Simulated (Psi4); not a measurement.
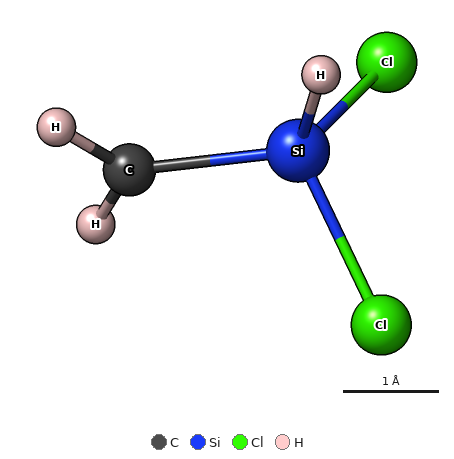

The structure (ball-and-stick view, seen at a tilt). Bond lengths as drawn: Cl–Si 2.05 Å, C–H 1.08 to 1.09 Å, C–Si 1.82 Å and H–Si 1.48 Å.

Run report: CH$_{3}$Cl$_{2}$Si, single-point calculation

CH$_{3}$Cl$_{2}$Si, multiplicity 2, SMILES [CH2][SiH](Cl)Cl, computed with r2SCAN/cc-pVDZ, UKS (Psi4 1.11).

The geometry comes from this level: PBE0-D4/def2-TZVP.

The program's output
```
Psi4 1.11 release

   => Loading Basis Set <=

    Name: CC-PVDZ
    Role: ORBITAL
    Keyword: BASIS

         ---------------------------------------------------------
                                   SCF
                              UKS Reference
                        1 Threads,   1525 MiB Core
         ---------------------------------------------------------

  ==> Geometry <==

    Molecular point group: c1
    Full point group: C1

    Geometry (in Angstrom), charge = 0, multiplicity = 2:

       Center              X                  Y                   Z               Mass
    ------------   -----------------  -----------------  -----------------  -----------------
         C           -1.043837007160     1.673732480111     0.752009916149    12.000000000000
         SI           0.115162992840     0.281632480111     0.550609916149    27.976926534650
         CL           1.242662992840     0.545732480111    -1.139790083851    34.968852682000
         CL          -0.925137007160    -1.471367519889     0.345309916149    34.968852682000
         H           -1.798837007160     1.908332480111     0.009009916149     1.007825032230
         H           -1.019937007160     2.321732480111     1.622009916149     1.007825032230
         H            1.033362992840     0.140132480111     1.696509916149     1.007825032230

  Running in c1 symmetry.

  Rotational constants: A =      0.14999  B =      0.08187  C =      0.05809 [cm^-1]
  Rotational constants: A =   4496.68130  B =   2454.46534  C =   1741.35205 [MHz]
  Nuclear repulsion =  261.789143782980091

  Charge       = 0
  Multiplicity = 2
  Electrons    = 57
  Nalpha       = 29
  Nbeta        = 28

  ==> Algorithm <==

  SCF Algorithm Type is PK.
  DIIS enabled.
  MOM disabled.
  Fractional occupation disabled.
  Guess Type is SAD.
  Energy threshold   = 1.00e-06
  Density threshold  = 1.00e-06
  Integral threshold = 1.00e-12

  ==> Primary Basis <==

  Basis Set: CC-PVDZ
    Blend: CC-PVDZ
    Number of shells: 39
    Number of basis functions: 83
    Number of Cartesian functions: 87
    Spherical Harmonics?: true
    Max angular momentum: 2

  ==> DFT Potential <==

   => LibXC <=

    Version 7.1.2

   => Composite Functional: R2SCAN <=

    r2SCAN Meta-GGA XC Functional  (0.1021/acs.jpclett.0c02405)

    Deriv               =              1
    GGA                 =           TRUE
    Meta                =           TRUE

    Exchange Hybrid     =          FALSE
    MP2 Hybrid          =          FALSE

   => Exchange Functionals <=

    1.0000   XC_MGGA_X_R2SCAN

   => Correlation Functionals <=

    1.0000   XC_MGGA_C_R2SCAN

   => LibXC Density Thresholds  <==

    XC_MGGA_C_R2SCAN:  1.00E-15
    XC_MGGA_X_R2SCAN:  1.00E-11

   => Molecular Quadrature <=

    Radial Scheme          =       TREUTLER
    Pruning Scheme         =           NONE
    Nuclear Scheme         =       TREUTLER

    Blocking Scheme        =         OCTREE
    BS radius alpha        =              1
    Pruning alpha          =              1
    Radial Points          =             99
    Spherical Points       =            590
    Total Points           =         383949
    Total Blocks           =           2800
    Max Points             =            256
    Max Functions          =             83
    Weights Tolerance      =       1.00E-15

  ==> Integral Setup <==

  Using in-core PK algorithm.
   Calculation information:
      Number of atoms:                   7
      Number of AO shells:              39
      Number of primitives:            187
      Number of atomic orbitals:        87
      Number of basis functions:        83

      Integral cutoff                 1.00e-12
      Number of threads:                 1

  Performing in-core PK
  Using 12155682 doubles for integral storage.
  We computed 294125 shell quartets total.
  Whereas there are 304590 unique shell quartets.

  ==> DiskJK: Disk-Based J/K Matrices <==

    J tasked:                  Yes
    K tasked:                   No
    wK tasked:                  No
    Memory [MiB]:              362
    Schwarz Cutoff:          1E-12

  Cached 33.4% of DFT collocation blocks in 0.650 [GiB].

  Minimum eigenvalue in the overlap matrix is 8.4925620606E-03.
  Reciprocal condition number of the overlap matrix is 1.9451720581E-03.
    Using symmetric orthogonalization.

  ==> Pre-Iterations <==

  SCF Guess: Superposition of Atomic Densities via on-the-fly atomic UHF (no occupation information).

   -------------------------
    Irrep   Nso     Nmo
   -------------------------
     A         83      83
   -------------------------
    Total      83      83
   -------------------------

  ==> Iterations <==

                        Total Energy        Delta E     RMS |[F,P]|

   @UKS iter SAD: -1249.50373721131132   -1.24950e+03   0.00000e+00
   @UKS iter   1: -1249.43316297470892    7.05742e-02   8.27354e-03 ADIIS/DIIS
   @UKS iter   2: -1249.00543832556264    4.27725e-01   1.16624e-02 ADIIS/DIIS
   @UKS iter   3: -1249.74059362706203   -7.35155e-01   1.00641e-03 ADIIS/DIIS
   @UKS iter   4: -1249.74442947383727   -3.83585e-03   5.21765e-04 ADIIS/DIIS
   @UKS iter   5: -1249.74562839894634   -1.19893e-03   9.86226e-05 DIIS
   @UKS iter   6: -1249.74568060807019   -5.22091e-05   3.88180e-05 DIIS
   @UKS iter   7: -1249.74568866116374   -8.05309e-06   2.00253e-05 DIIS
   @UKS iter   8: -1249.74569050667128   -1.84551e-06   7.34314e-06 DIIS
   @UKS iter   9: -1249.74569077921547   -2.72544e-07   2.82878e-06 DIIS
   @UKS iter  10: -1249.74569081704612   -3.78307e-08   5.55113e-07 DIIS
  Energy and wave function converged.

  ==> Post-Iterations <==

   Electrons on quadrature grid:
      Nalpha   =   29.0000007477 ; deviation = 7.477e-07
      Nbeta    =   28.0000003285 ; deviation = 3.285e-07
      Ntotal   =   57.0000010762 ; deviation = 1.076e-06

   @Spin Contamination Metric:   5.529575971E-03
   @S^2 Expected:                7.500000000E-01
   @S^2 Observed:                7.555295760E-01
   @S   Expected:                5.000000000E-01
   @S   Observed:                5.000000000E-01

    Orbital Energies [Eh]
    ---------------------

    Alpha Occupied:

       1A   -101.205884     2A   -101.205867     3A    -65.920381
       4A    -10.084753     5A     -9.371420     6A     -9.371375
       7A     -7.114184     8A     -7.114166     9A     -7.107955
      10A     -7.107931    11A     -7.107652    12A     -7.107624
      13A     -5.281722    14A     -3.626116    15A     -3.624044
      16A     -3.620936    17A     -0.813364    18A     -0.786722
      19A     -0.683819    20A     -0.502636    21A     -0.425139
      22A     -0.391606    23A     -0.381134    24A     -0.369730
      25A     -0.316507    26A     -0.312785    27A     -0.299669
      28A     -0.294261    29A     -0.245976

    Alpha Virtual:

      30A      0.001202    31A      0.028510    32A      0.044008
      33A      0.052948    34A      0.116376    35A      0.139705
      36A      0.239894    37A      0.240596    38A      0.271124
      39A      0.282197    40A      0.306668    41A      0.322560
      42A      0.374872    43A      0.406104    44A      0.428708
      45A      0.475435    46A      0.500715    47A      0.539772
      48A      0.585478    49A      0.595466    50A      0.607843
      51A      0.634974    52A      0.637701    53A      0.666770
      54A      0.676152    55A      0.678230    56A      0.698252
      57A      0.720760    58A      0.742789    59A      0.767210
      60A      0.774232    61A      0.798287    62A      0.827312
      63A      0.846763    64A      0.866883    65A      0.917102
      66A      0.941622    67A      0.978601    68A      0.983792
      69A      1.257465    70A      1.287667    71A      1.321342
      72A      1.443288    73A      1.484740    74A      1.508996
      75A      1.514827    76A      1.644541    77A      1.738293
      78A      1.833058    79A      1.845289    80A      1.962843
      81A      2.143900    82A      2.496315    83A      2.505718

    Beta Occupied:

       1A   -101.205578     2A   -101.205545     3A    -65.920544
       4A    -10.068908     5A     -9.371242     6A     -9.371192
       7A     -7.113767     8A     -7.113719     9A     -7.107579
      10A     -7.107543    11A     -7.107398    12A     -7.107358
      13A     -5.281839    14A     -3.626127    15A     -3.624234
      16A     -3.621304    17A     -0.811571    18A     -0.785158
      19A     -0.638668    20A     -0.498708    21A     -0.417486
      22A     -0.387894    23A     -0.374753    24A     -0.366716
      25A     -0.313897    26A     -0.309508    27A     -0.297555
      28A     -0.290332

    Beta Virtual:

      29A     -0.129113    30A      0.001756    31A      0.048070
      32A      0.051806    33A      0.060244    34A      0.123187
      35A      0.146333    36A      0.241715    37A      0.241916
      38A      0.276196    39A      0.282747    40A      0.319019
      41A      0.332058    42A      0.379647    43A      0.413325
      44A      0.429427    45A      0.507208    46A      0.532676
      47A      0.545864    48A      0.591971    49A      0.612063
      50A      0.616853    51A      0.639017    52A      0.649931
      53A      0.669490    54A      0.681792    55A      0.683136
      56A      0.700232    57A      0.729104    58A      0.752445
      59A      0.769600    60A      0.785566    61A      0.804237
      62A      0.839052    63A      0.849845    64A      0.878888
      65A      0.933074    66A      0.966255    67A      0.983240
      68A      0.999819    69A      1.264792    70A      1.313452
      71A      1.324035    72A      1.457137    73A      1.479817
      74A      1.509497    75A      1.513021    76A      1.692535
      77A      1.755209    78A      1.828969    79A      1.867245
      80A      1.963310    81A      2.134583    82A      2.477960
      83A      2.494083

    Final Occupation by Irrep:
              A
    DOCC [    28 ]
    SOCC [     1 ]
    NA   [    29 ]
    NB   [    28 ]

  @UKS Final Energy: -1249.74569081704612

   => Energetics <=

    Nuclear Repulsion Energy =            261.7891437829800907
    One-Electron Energy =               -2246.4882528694352004
    Two-Electron Energy =                 818.8819979173929369
    DFT Exchange-Correlation Energy =     -83.9285796479840656
    Empirical Dispersion Energy =           0.0000000000000000
    VV10 Nonlocal Energy =                  0.0000000000000000
    Total Energy =                      -1249.7456908170461247

  UHF NO Occupations:
  HONO-2 :   27  A 1.9997524
  HONO-1 :   28  A 1.9978605
  HONO-0 :   29  A 1.0000000
  LUNO+0 :   30  A 0.0021395
  LUNO+1 :   31  A 0.0002476
  LUNO+2 :   32  A 0.0002341
  LUNO+3 :   33  A 0.0001213

Computation Completed

Properties will be evaluated at   0.000000,   0.000000,   0.000000 [a0]

Properties computed using the SCF density matrix

 Multipole Moments:

 ------------------------------------------------------------------------------------
     Multipole            Electronic (a.u.)      Nuclear  (a.u.)        Total (a.u.)
 ------------------------------------------------------------------------------------

 L = 1.  Multiply by 2.5417464519 to convert [e a0] to [Debye]
 Dipole X            :          1.7037997           -1.9619314           -0.2581317
 Dipole Y            :         -4.3262725            4.9504236            0.6241511
 Dipole Z            :         -3.3887774            3.8587550            0.4699776
 Magnitude           :                                                    0.8228460

 ------------------------------------------------------------------------------------

	total time  =         48 seconds =       0.80 minutes

  Variable Map:
  ----------------------------------------------------------------------------
  "CURRENT ENERGY"              =>   -1249.745690817046
  "CURRENT REFERENCE ENERGY"    =>   -1249.745690817046
  "DD SOLVATION ENERGY"         =>       0.000000000000
  "DFT FUNCTIONAL TOTAL ENERGY" =>   -1249.745690817046
  "DFT TOTAL ENERGY"            =>   -1249.745690817046
  "DFT VV10 ENERGY"             =>       0.000000000000
  "DFT XC ENERGY"               =>     -83.928579647984
  "GRID ELECTRONS ALPHA"        =>      29.000000747733
  "GRID ELECTRONS BETA"         =>      28.000000328488
  "GRID ELECTRONS TOTAL"        =>      57.000001076221
  "NUCLEAR REPULSION ENERGY"    =>     261.789143782980
  "ONE-ELECTRON ENERGY"         =>   -2246.488252869435
  "PCM POLARIZATION ENERGY"     =>       0.000000000000
  "PE ENERGY"                   =>       0.000000000000
  "SCF ITERATION ENERGY"        =>   -1249.745690817046
  "SCF ITERATIONS"              =>      10.000000000000
  "SCF TOTAL ENERGY"            =>   -1249.745690817046
  "TWO-ELECTRON ENERGY"         =>     818.881997917393
  "XC GRID RADIAL POINTS"       =>      99.000000000000
  "XC GRID SPHERICAL POINTS"    =>     590.000000000000
  "XC GRID TOTAL POINTS"        =>  383949.000000000000

  Array Variable Map:
  ----------------------------------------------------------------------------
  "CURRENT DIPOLE"              =>      -0.258131729610 ... 0.469977622246 1 by 3
  "SCF DIPOLE"                  =>      -0.258131729610 ... 0.469977622246 1 by 3
  "SCF TOTAL ENERGIES"          =>   -1249.503737211311 ... -1249.745690817046 1 by 11

    Psi4 run time: 0:00:48.62
```

The run was set up as follows.

Input file (job.inp)
```
memory 1600 mb

molecule {
  0 2
  C     -0.692700     0.892600     0.197500
  Si     0.466300    -0.499500    -0.003900
  Cl     1.593800    -0.235400    -1.694300
  Cl    -0.574000    -2.252500    -0.209200
  H     -1.447700     1.127200    -0.545500
  H     -0.668800     1.540600     1.067500
  H      1.384500    -0.641000     1.142000
  symmetry c1
}

set globals {
  reference            uks
  puream               true
  scf_type             pk
  dft_radial_points    99
  dft_spherical_points 590
  maxiter              100
}

energy_value, wavefunction = energy('r2scan/cc-pVDZ', return_wfn=True)
print_variables()
```

Launch command:
```bash
psi4 -i job.inp -o job.out -n 1
```

Results in brief

| quantity | value |
| --- | --- |
| outcome | converged |
| total energy | −1249.745691 hartree |
| basis functions | 83 |
| ⟨S²⟩ | 0.756 |
| dipole moment | 2.09 D |
| hardware | 1 thread of Intel Xeon (Sapphire Rapids), 16 GiB of memory available, shared host |
| wall time | 50 s |
| peak memory | 1.1 GiB |
